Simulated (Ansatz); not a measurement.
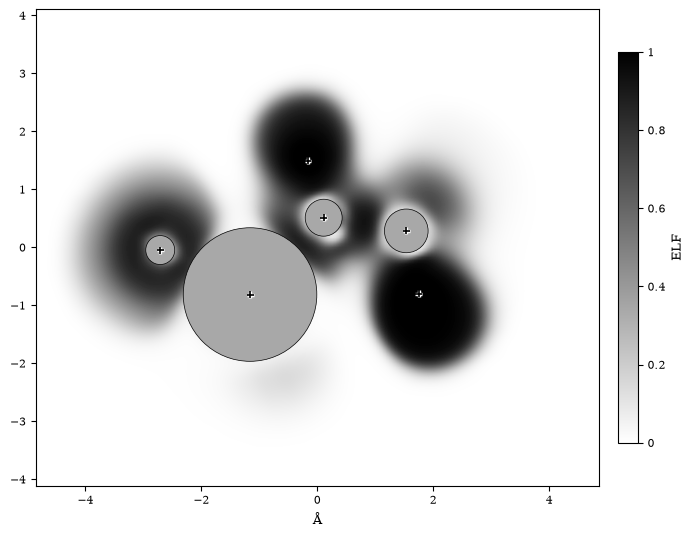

The ELF on a plane through atoms (crosses mark nuclei in the plane; grey discs cover the cores).

Computed with isolated molecule in a Gaussian basis; Kohn-Sham density functional theory, functional PBE0 (Ansatz).

Candidates:
A. C2H5F2InO (SMILES CC[O][In]([F])[F])
B. CH4F3NTi (SMILES C[NH][Ti]([F])([F])[F])
C. C3H7CdCl (SMILES C[CH](C)[Cd][Cl])

Which system is this?

Candidate B: CH4F3NTi on the plane of atoms C1, N5 and H10, which holds C, F, N, Ti and H. C–N (1.44 Å): the ELF peaks at about 0.90 between the atoms, as expected for localised, covalent bonding. Ti–F (1.74 Å): the ELF peaks at about 0.85 in the valence shell of F, 0.5 Å from its nucleus, and drops to about 0.20 between the two atoms.
